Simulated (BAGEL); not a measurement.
**NEVPT2(4,5)/def2-TZVPPD (density fitting with cc-pvqz-jkfit) run of AlH (SMILES [AlH])**

Aim: the vertical ionisation energy of AlH at NEVPT2(4,5)/def2-TZVPPD (density fitting with cc-pvqz-jkfit), from 2 runs. 

The results are computed with BAGEL 1.2.2.

4 further runs of the same task are left out: 4 set aside as unsound or not needed.

## 1. The system as given

AlH: 2 atoms, total charge 0, spin state singlet. SMILES: `[AlH]`. The shape is that of a PBE0-D4/def2-TZVP optimisation.

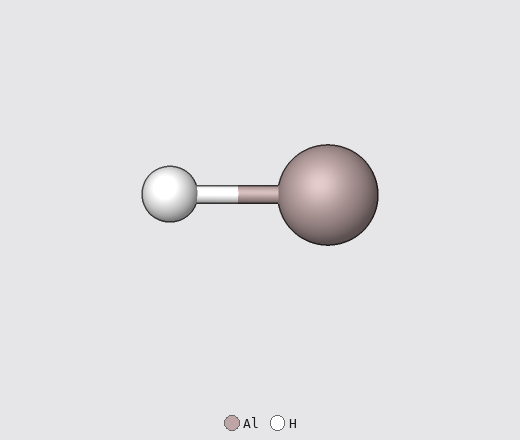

Viewed from a chosen angle; aluminium light grey, hydrogen white.

## 2. A single-point energy at NEVPT2(4,5)/def2-TZVPPD (density fitting with cc-pvqz-jkfit)

input.json reads:

```json
{ "bagel": [

{
  "title": "molecule",
  "basis": "def2-tzvppd.json",
  "df_basis": "cc-pvqz-jkfit",
  "angstrom": true,
  "geometry": [
    { "atom": "Al", "xyz": [    0.000000,    0.000000,   -0.025640 ] },
    { "atom": "H", "xyz": [    0.000000,    0.000000,    1.639110 ] }
  ]
},
{ "title": "hf" },
{ "title": "nevpt2", "nstate": 1, "nact": 5, "nclosed": 5, "maxiter": 200, "natocc": true, "ncore": 5 },
{ "title": "print", "file": "orbitals.molden", "orbitals": true }

]}
```

The basis set def2-TZVPPD is read from a file made from the Basis Set Exchange's data (not shown).

The run is started by

```
$ BAGEL_NUM_THREADS=1 BAGEL input.json > input.out
```

Log:

```text
* using 1 threads per process

  ===============================================================
  ===============================================================

  *** Geometry ***

  { "atom" : "Al", "xyz" : [      0.000000,      0.000000,     -0.048453 ] },
  { "atom" : "H", "xyz" : [      0.000000,      0.000000,      3.097469 ] },

  Number of auxiliary basis functions:      199

  Since a DF basis is specified, we compute 2- and 3-index integrals:
    o Being stored without compression. Storage requirement is 0.007 GB

  Number of basis functions:       65
  Number of electrons      :       14

    * METHOD: MOLECULE                             0.03

  *** RHF ***

  === Nuclear Repulsion ===
     4.1323344278

      * DIIS with orbital gradients will be used.

  === RHF iteration (def2-tzvppd.json) ===
      0       -242.44092742          0.00621732           0.00
      1       -242.45621106          0.00183381           0.00
      2       -242.45777885          0.00045074           0.00
      3       -242.45791197          0.00007062           0.00
      4       -242.45791755          0.00002390           0.00
      5       -242.45791824          0.00000565           0.00
      6       -242.45791828          0.00000071           0.00
      7       -242.45791828          0.00000010           0.00
      8       -242.45791828          0.00000002           0.00
      9       -242.45791828          0.00000000           0.00
    * SCF iteration converged.

    * Permanent dipole moment:
           (    0.000000,     0.000000,    -0.010289) a.u.

    * METHOD: HF                                   0.09

    * freezing 5 orbitals
  ---------------------------
      CASSCF calculation
  ---------------------------

    * nstate   :      1
    * nclosed  :      5
    * nact     :      5
    * nvirt    :     55
  === CASSCF iteration (def2-tzvppd.json) ===

    * Using the second-order algorithm

      0  0      -242.46860091     1.71e-03      0.01

      1  0      -242.48938270     1.13e-03      0.04

      2  0      -242.48978655     1.12e-04      0.05

      3  0      -242.49299378     6.55e-04      0.05

      4  0      -242.49577754     5.93e-04      0.05

      5  0      -242.49780924     8.61e-04      0.05

      6  0      -242.50198403     8.48e-04      0.05

      7  0      -242.50340376     2.67e-04      0.05

      8  0      -242.50349540     1.47e-04      0.05

      9  0      -242.50350170     5.74e-05      0.05

     10  0      -242.50350229     1.98e-05      0.05

     11  0      -242.50350235     6.59e-06      0.05

     12  0      -242.50350236     2.17e-06      0.05

     13  0      -242.50350236     7.10e-07      0.05

     14  0      -242.50350236     2.33e-07      0.05

     15  0      -242.50350236     7.62e-08      0.05

     16  0      -242.50350236     2.50e-08      0.04

     17  0      -242.50350236     8.21e-09      0.04

    * Second-order optimization converged. *

     guess   0:   closed 11...                open .....

  === FCI iteration ===

      0  0      -242.45720053     1.81e-02      0.00
      1  0      -242.50128238     5.31e-03      0.00
      2  0      -242.50347238     5.95e-04      0.00
      3  0      -242.50350141     1.00e-04      0.00
      4  0      -242.50350235     9.48e-06      0.00
      5  0      -242.50350236     1.02e-06      0.00
      6  0      -242.50350236     2.47e-07      0.00
      7  0      -242.50350236     2.84e-08      0.00
      8  0      -242.50350236     2.98e-09      0.00
      9  0      -242.50350236     2.21e-10      0.00
     10  0 *    -242.50350236     7.00e-12      0.00

     * ci vector, state   0, <S^2> = 0.0000
       22...     0.9602004687
       2.2..    -0.1823364069
       2..2.    -0.1823364069
       .2..2    -0.0925000075

  === DF-NEVPT2 calculation ===

    * 3-index integral transformation done
    * assembly done

      NEVPT2 correlation energy:   -0.0246990131      0.01

          (+0)      0.0000000000
          (+0)'     0.0000000000
          (+1)      0.0000000000
          (+1)'     0.0000000000
          (+2)      0.0000000000
          (-1)      0.0000000000
          (-1)'    -0.0055330321
          (-2)     -0.0191659810

      NEVPT2 total energy:       -242.5282013729

    * METHOD: NEVPT2                               0.90

    * METHOD: PRINT                                0.01

  ===============================================================
```

It took 1.2 s on 1 thread of Arm Neoverse V2, shared host.

## 3. The doublet cation

input.json reads:

```json
{ "bagel": [

{
  "title": "molecule",
  "basis": "def2-tzvppd.json",
  "df_basis": "cc-pvqz-jkfit",
  "angstrom": "true",
  "geometry": [
    { "atom": "Al", "xyz": [    0.000000,    0.000000,   -0.025640 ] },
    { "atom": "H", "xyz": [    0.000000,    0.000000,    1.639110 ] }
  ]
},
{ "title": "hf", "charge": 2 },
{ "title": "casscf", "nstate": 1, "nact": 5, "nclosed": 5, "charge": 1, "nspin": 1, "maxiter": 200, "natocc": "true" },
{
  "title": "nevpt2",
  "nstate": 1,
  "nact": 5,
  "nclosed": 5,
  "charge": 1,
  "nspin": 1,
  "maxiter": 200,
  "natocc": "true",
  "ncore": 5
},
{ "title": "print", "file": "orbitals.molden", "orbitals": "true" }

]}
```

The basis set def2-TZVPPD is read from a file made from the Basis Set Exchange's data (not shown).

The run is started by

```
$ BAGEL_NUM_THREADS=1 BAGEL input.json > input.out
```

Log:

```text
* using 1 threads per process

  ===============================================================
  ===============================================================

  *** Geometry ***

  { "atom" : "Al", "xyz" : [      0.000000,      0.000000,     -0.048453 ] },
  { "atom" : "H", "xyz" : [      0.000000,      0.000000,      3.097469 ] },

  Number of auxiliary basis functions:      199

  Since a DF basis is specified, we compute 2- and 3-index integrals:
    o Being stored without compression. Storage requirement is 0.007 GB

  Number of basis functions:       65
  Number of electrons      :       14

    * METHOD: MOLECULE                             0.03

  *** RHF ***

  === Nuclear Repulsion ===
     4.1323344278

      * DIIS with orbital gradients will be used.

  === RHF iteration (def2-tzvppd.json) ===
      0       -241.55056790          0.01031940           0.00
      1       -241.58095693          0.00248821           0.00
      2       -241.58256071          0.00041678           0.00
      3       -241.58259942          0.00007027           0.00
      4       -241.58260042          0.00001323           0.00
      5       -241.58260048          0.00000274           0.00
      6       -241.58260048          0.00000028           0.00
      7       -241.58260048          0.00000002           0.00
      8       -241.58260048          0.00000000           0.00
    * SCF iteration converged.

    * Permanent dipole moment:
           (    0.000000,     0.000000,     0.638584) a.u.

    * METHOD: HF                                   0.08

  ---------------------------
      CASSCF calculation
  ---------------------------

    * nstate   :      1
    * nclosed  :      5
    * nact     :      5
    * nvirt    :     55
  === CASSCF iteration (def2-tzvppd.json) ===

    * Using the second-order algorithm

      0  0      -242.19647155     1.07e-02      0.01

      1  0      -242.21667513     1.30e-03      0.04

      2  0      -242.21825748     2.34e-04      0.04

      3  0      -242.21829252     7.42e-05      0.04

      4  0      -242.21829614     2.22e-05      0.04

      5  0      -242.21829676     7.84e-06      0.04

      6  0      -242.21829688     3.29e-06      0.04

      7  0      -242.21829691     1.50e-06      0.04

      8  0      -242.21829691     7.06e-07      0.04

      9  0      -242.21829691     3.34e-07      0.04

     10  0      -242.21829691     1.58e-07      0.04

     11  0      -242.21829691     7.50e-08      0.04

     12  0      -242.21829691     3.55e-08      0.04

     13  0      -242.21829691     1.68e-08      0.04

     14  0      -242.21829691     7.95e-09      0.03

    * Second-order optimization converged. *

     guess   0:   closed 1....                open .1...

  === FCI iteration ===

      0  0      -242.18203385     2.35e-02      0.00
      1  0      -242.21608823     5.73e-03      0.00
      2  0      -242.21809724     1.41e-03      0.00
      3  0      -242.21827823     4.50e-04      0.00
      4  0      -242.21829602     1.29e-04      0.00
      5  0      -242.21829690     1.70e-05      0.00
      6  0      -242.21829691     1.53e-06      0.00
      7  0      -242.21829691     1.57e-07      0.00
      8  0      -242.21829691     8.57e-09      0.00
      9  0      -242.21829691     7.44e-10      0.00
     10  0 *    -242.21829691     9.20e-16      0.00

     * ci vector, state   0, <S^2> = 0.7500
       2a...     0.9751990399
       aba..     0.1164644735
       .a2..     0.0736630468
       a..2.     0.0695082170
       a...2     0.0695082170
       .a.2.     0.0688599054
       .a..2     0.0688599054
       aab..     0.0597846746
       baa..     0.0566797989

    * METHOD: CASSCF                               0.57

    * freezing 5 orbitals

  === DF-NEVPT2 calculation ===

    * 3-index integral transformation done
    * assembly done

      NEVPT2 correlation energy:   -0.0142531966      0.01

          (+0)      0.0000000000
          (+0)'     0.0000000000
          (+1)      0.0000000000
          (+1)'     0.0000000000
          (+2)      0.0000000000
          (-1)      0.0000000000
          (-1)'    -0.0059412304
          (-2)     -0.0083119662

      NEVPT2 total energy:       -242.2325501115

    * METHOD: NEVPT2                               0.06

    * METHOD: PRINT                                0.01

  ===============================================================
```

Wall time 0.91 s (1 thread of Arm Neoverse V2, shared host).

## 4. Summary of results

Level: NEVPT2(4,5)/def2-TZVPPD (density fitting with cc-pvqz-jkfit), 5 core orbitals frozen.

```
                                          quantity          value
                         singlet AlH: total energy  -242.52820 Eh
                      doublet cation: total energy  -242.23255 Eh
vertical ionisation energy (to the doublet cation)       8.045 eV
```

**Reading.** Removing an electron at fixed nuclei costs 8.05 eV (776 kJ/mol).
